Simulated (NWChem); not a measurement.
# doublet SiO+: levels of theory compared

We compute a comparison of 6 runs (USVWN5/def2-TZVPPD, U-r2SCAN/def2-TZVPPD, UB3LYP/def2-TZVPPD, UCAM-B3LYP/def2-TZVPPD, UPBE/def2-TZVPPD, UTPSS/def2-TZVPPD) of doublet SiO+. 

The calculation is run with NWChem 7.3.0.

2 further runs of the same task are left out: 1 that didn't finish, 1 set aside as unsound or not needed.

## 1. Starting point

The species is SiO+ (2 atoms), meant as a doublet with charge +1. SMILES of the parent species: `O=[Si]`. Geometry: relaxed at PBE0-D4/def2-TZVP. That shape belongs to the parent species and isn't relaxed for this state.

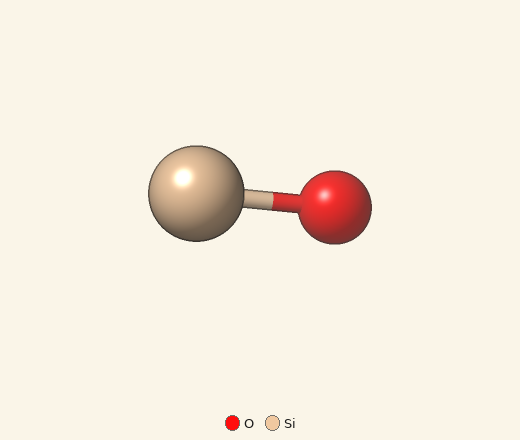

The structure, seen from a chosen angle (oxygen red, silicon light orange).

## 2. The energy at USVWN5/def2-TZVPPD (run 1)

Contents of osi.nw:

```
start osi
memory total 2200 mb
charge 1
geometry units angstroms noautosym nocenter noautoz
O       -0.640700       0.231500      -0.324000
Si       0.640700      -0.231500       0.324000
end
basis spherical bse
O library def2-TZVPPD
Si library def2-TZVPPD
end
dft
xc slater vwn_5
mult 2
grid xfine
convergence energy 1e-08
maxiter 100
mulliken
print low
end
task dft energy
```

The run is started by

```
nwchem osi.nw > osi.out
```

Output:

```text
[...]
 d= 0,ls=0.0,diis     1   -362.2174835186 -4.02D+02  1.76D-02  1.73D+00     1.7
[...]
 d= 0,ls=0.0,diis    14   -362.6661833749 -1.55D-11  2.12D-08  4.90D-12    17.5
[...]
         Total DFT energy =     -362.666183374866
      One electron energy =     -575.408864687639
           Coulomb energy =      200.872819414570
    Exchange-Corr. energy =      -27.413473298419
 Nuclear repulsion energy =       39.283335196622
[...]
      Total Density - Mulliken Population Analysis
     ---------------------------------------------
    Atom       Charge   Shell Charges
 -----------   ------   -------------------------------------------------------
    1 O    8     7.90   0.78  1.18  0.63  0.95  0.23 -0.06  1.82  1.72  0.64 -0.01  0.00  0.02  0.00  0.00
    2 Si  14    13.10   2.01  0.57  1.39  1.26  0.51 -0.01  4.10  1.68  0.51  0.75  0.09  0.01  0.12  0.07 -0.00  0.04
[...]
      <S2> =      0.7525 (Exact =     0.7500)
[...]
```

Run time: 18 s. Hardware: 1 thread of Intel Xeon Platinum 8259CL at 2.50GHz (Skylake/Cascade Lake), shared host; peak memory 0.12 GiB.

## 3. A single-point energy at U-r2SCAN/def2-TZVPPD (run 2)

Contents of job.nw:

```
start job
title "OSi"
memory stack 880 mb heap 220 mb global 1100 mb
charge 1
geometry units angstrom noautosym nocenter noautoz
  O       -0.640700       0.231500      -0.324000
  Si       0.640700      -0.231500       0.324000
end
basis spherical bse
  * library def2-TZVPPD
end
dft
  xc r2scan
  mult 2
  grid xfine
  convergence energy 1e-08
  iterations 100
  mulliken
end
task dft energy
```

The run is started by

```
nwchem job.nw > job.out
```

Output:

```text
[...]
          Wavefunction type:  spin polarized.
          No. of atoms     :     2
          No. of electrons :    21
[...]
          Charge           :     1
          Spin multiplicity:     2
[...]
          AO basis - number of functions:    88
[...]
              XC Information
              --------------
                      r^2SCAN Method XC Functional
               r^2SCAN metaGGA Exchange Functional  1.000
                     r^2SCAN Correlation Potential  1.000
[...]
 d= 0,ls=0.0,diis     1   -363.8776715152 -4.03D+02  1.76D-02  1.34D+00     3.1
[...]
 d= 0,ls=0.0,diis    14   -364.2826190895 -9.31D-09  2.90D-07  7.85D-10    36.8
[...]
         Total DFT energy =     -364.282619089509
      One electron energy =     -575.594276290713
           Coulomb energy =      201.124116095973
    Exchange-Corr. energy =      -29.095794091391
 Nuclear repulsion energy =       39.283335196622
[...]
      Total Density - Mulliken Population Analysis
     ---------------------------------------------
    Atom       Charge   Shell Charges
 -----------   ------   -------------------------------------------------------
    1 O    8     8.08   0.80  1.17  0.63  0.97  0.25 -0.04  1.79  1.82  0.65  0.00  0.00  0.02  0.01  0.00
    2 Si  14    12.92   2.01  0.58  1.38  1.15  0.45 -0.01  4.11  1.70  0.45  0.78  0.08  0.00  0.11  0.08 -0.00  0.04
[...]
      <S2> =      0.7616 (Exact =     0.7500)
[...]
```

It took 38 s on 1 thread of Intel Xeon Platinum 8259CL at 2.50GHz (Skylake/Cascade Lake), shared host; peak memory 0.12 GiB.

Runs 3 to 5 aren't shown in full; the table further down has their settings and results.

## 4. A single-point energy at UTPSS/def2-TZVPPD (run 6)

Contents of run.py:

```python
from ase import Atoms
from ase.calculators.nwchem import NWChem

system = Atoms(['O', 'Si'], positions=[
    [-0.640700, 0.231500, -0.324000],
    [0.640700, -0.231500, 0.324000],
])

calc = NWChem(
    label='m1',
    theory='dft',
    memory='2200 mb',
    basis='def2-TZVPPD',
    basispar='spherical bse',
    charge=1,
    dft={'xc': 'xtpss03 ctpss03', 'mult': '2', 'grid': 'xfine', 'convergence': 'energy 1e-08', 'iterations': '100', 'mulliken': None},
    task='energy',
)
system.calc = calc

print("Total energy (eV):", round(system.get_potential_energy(), 6))
```

The run is started by

```
export ASE_NWCHEM_COMMAND="nwchem PREFIX.nwi > PREFIX.nwo"
python run.py
```

Output:

```text
Total energy (eV): -9915.236324
```

The calculator wrote m1.nwi:

```
title "m1"

permanent_dir m1

scratch_dir m1

start m1

geometry units angstrom nocenter noautosym noautoz
  O  -6.4070000000000005e-01 2.3150000000000001e-01 -3.2400000000000001e-01
  Si 6.4070000000000005e-01 -2.3150000000000001e-01 3.2400000000000001e-01
end

charge 1

memory 2200 mb

basis spherical bse noprint
   * library def2-TZVPPD
end

dft
  xc xtpss03 ctpss03
  mult 2
  grid xfine
  convergence energy 1e-08
  iterations 100
  mulliken
end

task dft energy
```

m1.nwo:

```text
Northwest Computational Chemistry Package (NWChem) 7.3.0
             --------------------------------------------------------

           Job information
           ---------------

    nwchem branch   = 7.3.0
    use scalapack   = T
    input           = m1.nwi
    prefix          = m1.
    data base       = m1/m1.db
    status          = startup
    nproc           =        1

           Memory information
           ------------------

    heap     =     72089598 doubles =      550.0 Mbytes
    stack    =     72089595 doubles =      550.0 Mbytes
    global   =    144179200 doubles =     1100.0 Mbytes (distinct from heap & stack)
    total    =    288358393 doubles =     2200.0 Mbytes
    verify   = yes
    hardfail = no

[... 72 lines left out ...]
  convergence criterion.
[... 17 lines left out ...]
          Convergence on gradient requested:  5.00D-04
[... 21 lines left out ...]
          Convergence aids based upon iterative change in
[... 30 lines left out ...]
 1-e energy   =    -555.059916
[... 61 lines left out ...]
         Total DFT energy =     -364.378217071135
[... 2 lines left out ...]
    Exchange-Corr. energy =      -29.184658771258
[... 641 lines left out ...]
                     DFT Final Beta Molecular Orbital Analysis
[... 715 lines left out ...]
 center of mass
 --------------
 x =   0.32992024 y =  -0.11920795 z =   0.16683964

 moments of inertia (a.u.)
 ------------------
          23.050540534188          21.561084426667         -30.176204553954
          21.561084426667          74.932526057417          10.903373426315
         -30.176204553954          10.903373426315          67.463040758981

     Multipole analysis of the density
     ---------------------------------

     L   x y z        total         alpha         beta         nuclear
     -   - - -        -----         -----         ----         -------
     0   0 0 0      1.000000    -11.000000    -10.000000     22.000000

     1   1 0 0      1.773044     -3.056755     -2.434685      7.264485
[... 8 lines of this table left out ...]
     2   0 0 2     -9.009220     -9.570012     -7.686481      8.247273

 Task  times  cpu:       38.3s     wall:       38.3s
 Total times  cpu:       38.4s     wall:       38.4s
```

Run time: 40 s. Hardware: 1 thread of Intel Xeon Platinum 8259CL at 2.50GHz (Skylake/Cascade Lake), shared host; peak memory 0.12 GiB.

## 5. Overview of the runs

```tsv
run	level	energy (Eh)	⟨S²⟩	wall time
1	USVWN5/def2-TZVPPD	-362.666183	0.752	18 s
2	U-r2SCAN/def2-TZVPPD	-364.282619	0.762	38 s
3	UB3LYP/def2-TZVPPD	-364.366008	0.759	31 s
4	UCAM-B3LYP/def2-TZVPPD	-364.325609	0.762	83 s
5	UPBE/def2-TZVPPD	-364.130278	0.755	32 s
6	UTPSS/def2-TZVPPD	-364.378217	0.757	40 s
```

## 6. Results

| quantity | value |
| --- | --- |
| run 6: total energy | -364.37822 Eh |
| run 6: HOMO energy (highest over α and β) | -16.42 eV |
| run 6: LUMO energy (lowest over α and β) | -14.97 eV |
| run 6: ⟨S²⟩ | 0.757 |

**Reading.** Totals of different functionals can't be ranked against each other. All runs together took 4 min, the longest 83 s.
